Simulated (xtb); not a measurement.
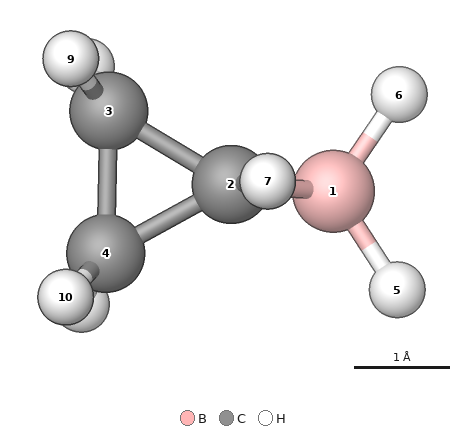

*The structure as given in the input (ball-and-stick view, seen at a tilt; atoms are numbered from 1 in the order of the input).*

Bond lengths as drawn: B–C 1.62 Å, B–H 1.24 Å, C–C 1.50 to 1.51 Å and C–H 1.08 to 1.11 Å.

Run report: C$_{3}$H$_{7}$B (charge −1), calculation of the molecule and its ions

The run: calculation of the molecule and its ions of C$_{3}$H$_{7}$B, charge −1, multiplicity 2, SMILES [BH2-]C1CC1. Method and program: GFN1-xTB, ALPB solvent ethylacetate (xtb 6.7.1).

The geometry comes from this level: GFN2-xTB.

**Log**
```
* xtb version 6.7.1
   ID    Z sym.   atoms
    1    5 b      1
    2    6 c      2-4
    3    1 h      5-11

           -------------------------------------------------
          |                Calculation Setup                |
           -------------------------------------------------

          program call               : xtb struc.tmol --alpb ethylacetate --vipea --chrg -1 -u 1 --gfn 2 -P 1
          coordinate file            : struc.tmol
          omp threads                :                     1

           -------------------------------------------------
          |                 G F N 1 - x T B                 |
           -------------------------------------------------

      * Hamiltonian:
        H0-scaling (s, p, d)           1.850000    2.250000    2.000000
        zeta-weighting                 0.000000
      * Dispersion:
        s8                             2.400000
        a1                             0.630000
        a2                             5.000000
        s9                             0.000000
      * Repulsion:
        kExp                           1.500000
        rExp                           1.000000
      * Coulomb:
        alpha                          2.000000
        third order                    atomic
        anisotropic                    false
      * Halogen bond correction:
        rad-scale                      1.300000
        damping                        0.440000

      * Solvation model:               ALPB
        Solvent                        ethylacetate
        Parameter file                 internal GFN1-xTB/ALPB
        Dielectric constant                6.0200E+00
        Reference state                gsolv [1 M gas/solution]
        Free energy shift                  4.8346E-03 Eh       3.0338E+00 kcal/mol
        Temperature                        2.9815E+02 K
        Density                            8.8300E-01 kg/L
        Solvent mass                       7.2106E+01 g/mol
        Interaction kernel             P16
        Born radius scaling (c1)           1.6341E+00
        Born radii integrator          GBOBC
        Born offset                        0.0000E+00 a0       0.0000E+00 AA
        H-bond correction              true
        Ion screening                  false
        Surface tension                    1.0000E-05 Eh       1.5569E+01 dyn/cm
        Grid points                               230 per atom

          ...................................................
          :                      SETUP                      :
          :.................................................:
          :  # basis functions                  30          :
          :  # atomic orbitals                  30          :
          :  # shells                           22          :
          :  # electrons                        23          :
          :  # halogen bonds                     0          :
          :  max. iterations                   250          :
          :  Hamiltonian                  GFN1-xTB          :
          :  restarted?                      false          :
          :  GBSA solvation                   true          :
          :  PC potential                    false          :
          :  electronic temp.          300.0000000     K    :
          :  accuracy                    1.0000000          :
          :  -> integral cutoff          0.2500000E+02      :
          :  -> integral neglect         0.1000000E-07      :
          :  -> SCF convergence          0.1000000E-05 Eh   :
          :  -> wf. convergence          0.2000000E-04 e    :
          :  Broyden damping             0.4000000          :
          :  net charge                         -1          :
          :  unpaired electrons                  1          :
          ...................................................

 iter      E             dE          RMSdq      gap      omega  full diag
   1    -11.7911915 -0.117912E+02  0.927E+00    4.70       0.0  T
   2    -11.8262055 -0.350140E-01  0.555E+00    4.01       1.0  T
   3    -11.8272625 -0.105697E-02  0.611E-01    3.27       1.0  T
   4    -11.8288157 -0.155319E-02  0.407E-02    3.43       1.0  T
   5    -11.8288195 -0.381587E-05  0.238E-02    3.44       1.3  T
   6    -11.8288213 -0.182009E-05  0.119E-02    3.45       2.5  T
   7    -11.8288216 -0.323751E-06  0.370E-03    3.44       8.1  T
   8    -11.8288217 -0.716848E-07  0.467E-04    3.44      64.5  T
   9    -11.8288217 -0.537774E-09  0.481E-05    3.44     627.1  T
  10    -11.8288217 -0.983214E-11  0.129E-05    3.44    2339.3  T

   *** convergence criteria satisfied after 10 iterations ***

         #    Occupation            Energy/Eh            Energy/eV
      -------------------------------------------------------------
         1        2.0000           -0.5957345             -16.2108
       ...           ...                  ...                  ...
         6        2.0000           -0.4351604             -11.8413
         7        2.0000           -0.4339647             -11.8088
         8        2.0000           -0.3907938             -10.6340
         9        2.0000           -0.3882235             -10.5641
        10        2.0000           -0.3510642              -9.5529
        11        2.0000           -0.3345348              -9.1032
        12        1.0000           -0.1882511              -5.1226 (HOMO)
        13                         -0.0618787              -1.6838 (LUMO)
        14                         -0.0523487              -1.4245
        15                         -0.0371415              -1.0107
        16                         -0.0182961              -0.4979
        17                         -0.0031562              -0.0859
       ...                                ...                  ...
        30                          0.4507560              12.2657
      -------------------------------------------------------------
                  HL-Gap            0.1263724 Eh            3.4388 eV
             Fermi-level           -0.1932289 Eh           -5.2580 eV

 SCC (total)                   0 d,  0 h,  0 min,  0.006 sec
 SCC setup                      ...        0 min,  0.000 sec (  3.974%)
 Dispersion                     ...        0 min,  0.000 sec (  0.420%)
 classical contributions        ...        0 min,  0.000 sec (  0.159%)
 integral evaluation            ...        0 min,  0.001 sec ( 20.816%)
 iterations                     ...        0 min,  0.002 sec ( 31.209%)
 molecular gradient             ...        0 min,  0.002 sec ( 41.219%)
 printout                       ...        0 min,  0.000 sec (  1.982%)

         :::::::::::::::::::::::::::::::::::::::::::::::::::::
         ::                     SUMMARY                     ::
         :::::::::::::::::::::::::::::::::::::::::::::::::::::
         :: total energy             -11.677228747250 Eh    ::
         :: w/o Gsasa/hb/shift       -11.672300818017 Eh    ::
         :: gradient norm              0.014239914528 Eh/a0 ::
         :: HOMO-LUMO gap              3.438768787610 eV    ::
         ::.................................................::
         :: SCC energy               -11.828821692616 Eh    ::
         :: -> electrostatic           0.122540431038 Eh    ::
         :: -> Gsolv                  -0.077535501296 Eh    ::
         ::    -> Gelec               -0.072607572063 Eh    ::
         ::    -> Gsasa               -0.009702600804 Eh    ::
         ::    -> Ghb                 -0.000059954541 Eh    ::
         ::    -> Gshift               0.004834626112 Eh    ::
         :: repulsion energy           0.154447045923 Eh    ::
         :: dispersion energy         -0.002854100557 Eh    ::
         :: halogen bond corr.         0.000000000000 Eh    ::
         :: add. restraining           0.000000000000 Eh    ::
         :: total charge              -1.000000000000 e     ::
         :::::::::::::::::::::::::::::::::::::::::::::::::::::

           -------------------------------------------------
          |        vertical delta SCC IP calculation        |
           -------------------------------------------------

 iter      E             dE          RMSdq      gap      omega  full diag
   1    -11.5744672 -0.115745E+02  0.249E+00    3.98       0.0  T
   2    -11.5795774 -0.511023E-02  0.162E+00    4.00       1.0  T
   3    -11.5835598 -0.398245E-02  0.847E-01    2.85       1.0  T
   4    -11.5876834 -0.412358E-02  0.219E-01    3.36       1.0  T
   5    -11.5876276  0.558096E-04  0.106E-01    3.28       1.0  T
   6    -11.5876832 -0.555858E-04  0.367E-02    3.36       1.0  T
   7    -11.5876903 -0.714023E-05  0.207E-03    3.35      14.5  T
   8    -11.5876903 -0.407647E-08  0.377E-04    3.35      80.1  T
   9    -11.5876903 -0.570031E-09  0.207E-04    3.35     145.6  T
  10    -11.5876903 -0.222991E-09  0.797E-05    3.35     378.3  T
  11    -11.5876903 -0.291500E-10  0.287E-05    3.35    1051.7  T
     SCC iter.                  ...        0 min,  0.002 sec
     gradient                   ...        0 min,  0.002 sec
------------------------------------------------------------------------
empirical IP shift (eV):    4.8455
delta SCC IP (eV):    1.7160
------------------------------------------------------------------------
           -------------------------------------------------
          |        vertical delta SCC EA calculation        |
           -------------------------------------------------

 iter      E             dE          RMSdq      gap      omega  full diag
   1    -12.0215544 -0.120216E+02  0.500E+00    5.52       0.0  T
   2    -12.0196040  0.195047E-02  0.270E+00    3.19       1.0  T
   3    -12.2031351 -0.183531E+00  0.271E+00    4.39       1.0  T
   4    -12.3961218 -0.192987E+00  0.333E+00    5.68       1.0  T
   5    -12.0202001  0.375922E+00  0.258E+00    2.00       1.0  T
   6    -12.2812671 -0.261067E+00  0.845E+00    5.31       1.0  T
   7    -16.7801815 -0.449891E+01  0.565E+00    8.76       1.0  T
   8    -17.1979894 -0.417808E+00  0.256E+00    9.15       1.0  T
   9    -17.2271495 -0.291601E-01  0.267E+00    9.00       1.0  T
  10    -17.2142103  0.129392E-01  0.301E+00    8.98       1.0  T
  11    -17.2527590 -0.385487E-01  0.175E+00    9.03       1.0  T
  12    -17.2621118 -0.935273E-02  0.692E-01    9.17       1.0  T
  13    -17.2611789  0.932854E-03  0.891E-01    9.16       1.0  T
  14    -17.2627998 -0.162092E-02  0.367E-01    9.13       1.0  T
  15    -17.2617134  0.108646E-02  0.547E-01    9.11       1.0  T
  16    -17.2634017 -0.168833E-02  0.373E-01    9.13       1.0  T
  17    -17.2642971 -0.895442E-03  0.180E-01    9.15       1.0  T
  18    -17.2645161 -0.218988E-03  0.735E-02    9.16       1.0  T
  19    -17.2645438 -0.277114E-04  0.601E-03    9.16       5.0  T
  20    -17.2645444 -0.529355E-06  0.140E-03    9.16      21.5  T
  21    -17.2645444 -0.305536E-07  0.754E-04    9.16      40.0  T
  22    -17.2645444  0.839919E-08  0.162E-03    9.16      18.6  T
  23    -17.2645444 -0.190780E-08  0.102E-03    9.16      29.5  T
  24    -17.2645444 -0.781003E-08  0.281E-04    9.16     107.2  T
  25    -17.2645444 -0.542848E-09  0.316E-05    9.16     955.5  T
  26    -17.2645444 -0.475708E-11  0.287E-06    9.16   10523.0  T
     SCC iter.                  ...        0 min,  0.003 sec
     gradient                   ...        0 min,  0.002 sec
------------------------------------------------------------------------
empirical EA shift (eV):    4.8455
delta SCC EA (eV):  143.0680
------------------------------------------------------------------------
           -------------------------------------------------
          |                Property Printout                |
           -------------------------------------------------

    * Orbital Energies and Occupations

         #    Occupation            Energy/Eh            Energy/eV
      -------------------------------------------------------------
         1        2.0000           -4.8371979            -131.6269
         2        2.0000           -4.4884095            -122.1358
         3        2.0000           -4.3776818            -119.1228
         4        2.0000           -4.1478534            -112.8688
         5        2.0000           -0.6169360             -16.7877
         6        2.0000           -0.5579125             -15.1816
         7        2.0000           -0.5381072             -14.6426
         8        2.0000           -0.5142407             -13.9932
         9        2.0000           -0.4613411             -12.5537
        10        2.0000           -0.4414456             -12.0123
        11        2.0000           -0.4186077             -11.3909
        12        2.0000           -0.4070885             -11.0774 (HOMO)
        13                         -0.0704036              -1.9158 (LUMO)
        14                         -0.0687307              -1.8703
        15                         -0.0536648              -1.4603
        16                         -0.0503806              -1.3709
        17                         -0.0091162              -0.2481
        18                          0.0094535               0.2572
        19                          0.1360065               3.7009
        20                          0.1893849               5.1534
        21                          0.2175782               5.9206
        22                          0.2498972               6.8000
        23                          0.2510123               6.8304
       ...                                ...                  ...
        30                          0.8571547              23.3244
      -------------------------------------------------------------
                  HL-Gap            0.3366849 Eh            9.1617 eV
             Fermi-level           -0.2387461 Eh           -6.4966 eV

  Mulliken/CM5 charges         n(s)   n(p)   n(d)
     1     -5.86796 -6.11839   2.328  6.540  0.000
     2      1.07415  1.06840   0.481  2.445  0.000
     3      0.00465 -0.09758   0.992  3.004  0.000
     4      0.00477 -0.09746   0.992  3.003  0.000
     5      1.29628  1.38860  -0.296  0.000  0.000
     6      1.29622  1.38854  -0.296  0.000  0.000
     7      0.07242  0.13034   0.928  0.000  0.000
     8      0.08122  0.13679   0.919  0.000  0.000
     9     -0.02154  0.03194   1.022  0.000  0.000
    10     -0.02161  0.03186   1.022  0.000  0.000
    11      0.08140  0.13697   0.919  0.000  0.000

Wiberg/Mayer (AO) data.
largest (>0.10) Wiberg bond orders for each atom

 ---------------------------------------------------------------------------
     #   Z sym  total        # sym  WBO       # sym  WBO       # sym  WBO
 ---------------------------------------------------------------------------
     1   5     -1.994
     2   6      2.503 --     7      0.983     4      0.973     3      0.973
     3   6      3.945 --     4      0.992     9      0.988     8      0.978
                             2      0.973
     4   6      3.945 --     3      0.992    10      0.988    11      0.978
                             2      0.973
     5   1     -0.674
     6   1     -0.674
     7   1      0.981 --     2      0.983
     8   1      0.985 --     3      0.978
     9   1      1.012 --     3      0.988
    10   1      1.012 --     4      0.988
    11   1      0.985 --     4      0.978
 ---------------------------------------------------------------------------

Topologies differ in total number of bonds
Writing topology from bond orders to xtbtopo.mol

 dipole moment from electron density (au)
     X       Y       Z
   6.1362  -2.1491   2.2310  total (Debye):   17.471

           -------------------------------------------------
          | TOTAL ENERGY              -17.112951440783 Eh   |
          | GRADIENT NORM               2.785056599212 Eh/α |
          | HOMO-LUMO GAP               9.161662411084 eV   |
           -------------------------------------------------

------------------------------------------------------------------------
------------------------------------------------------------------------
 total:
 *  cpu-time:     0 d,  0 h,  0 min,  0.024 sec
 * ratio c/w:     0.999 speedup
 SCF:
 *  cpu-time:     0 d,  0 h,  0 min,  0.019 sec
 * ratio c/w:     1.000 speedup
```

**Standard error**
```
normal termination of xtb
```

The run was set up as follows.

**Input file (struc.tmol)**
```
$coord
     -2.489922039068      1.866388006987     -0.910583430412  b
      0.235743334047      0.879270668527      0.065025475948  c
      0.513854327808     -1.431996662719      1.705950259006  c
      1.454767862521     -1.480109089852     -0.967369700457  c
     -2.374459772854      3.017646956631     -2.938146178568  h
     -3.682792757977      3.030175840837      0.724237537263  h
      1.687865579993      2.311588584687      0.548417418628  h
     -1.161860313204     -2.525940219004      2.145141507630  h
      1.914897276606     -1.490124638312      3.214745391430  h
      3.491098939895     -1.570948224663     -1.263376400619  h
      0.410807562232     -2.605970120381     -2.324022982587  h
$end
```

Launch command:
```bash
xtb struc.tmol --alpb ethylacetate --vipea --chrg -1 -u 1 --gfn 2 -P 1 > xtb.out
```

**Summary**

- outcome: converged
- electrons treated: 23
- total energy: −11.677229 hartree
- dispersion energy: −0.002854 hartree
- solvation energy: −0.077536 hartree
- basis functions: 30
- hardware: 1 thread of Arm Neoverse V1, 24 GiB of memory available, shared host
- peak memory: 0.077 GiB
